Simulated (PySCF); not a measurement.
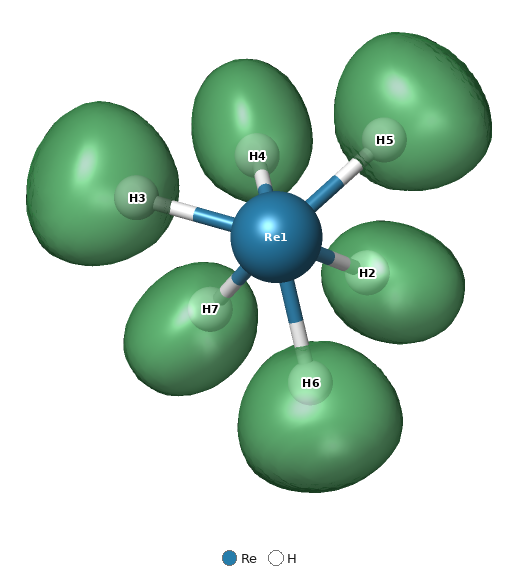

The picture shows: H6Re (charge +1). Isosurface of the ELF at 0.85 (green), seen across its widest extent. Core shells and regions of very low density are left out.

Core potentials replace the inner electrons of Re.

Method: PySCF, RKS BP86, Re def2-SVP with ECP60, H def2-SVP; non-relativistic Hamiltonian with scalar-relativistic core potentials where named; density fitting.

Input

```
mol = gto.M(atom='''
Re    -0.39721     0.40043    -0.40855
H     -0.07689     0.07817     1.13491
H      0.49671    -0.49407    -1.42994
H      1.14230     0.07215    -0.07505
H      0.49183     1.42881     0.48224
H     -1.42791    -0.48723     0.48072
H     -0.07274    -1.14042    -0.07711''',
    basis={'Re': 'def2-SVP', 'H': 'def2-SVP'},
    ecp={'Re': 'def2-SVP'},
    charge=1, spin=0)
mf = dft.RKS(mol, xc='B88,P86')
mf.grids.atom_grid = (75, 302)  # f atoms: at least (60, 302), unpruned
mf = mf.density_fit()  # Re def2-universal-JKFIT, H def2-universal-JKFIT
mf.conv_tol = 1e-09; mf.max_cycle = 55
mf.kernel(dm0)
```

Command:

```sh
OMP_NUM_THREADS=2 python run.py
```

> Where are the electrons localised?

The ELF exceeds this value in six regions around hydrogen nuclei.

Values along the shortest contacts:
Re–H (1.61 Å): the ELF climbs to about 1 towards the hydrogen.
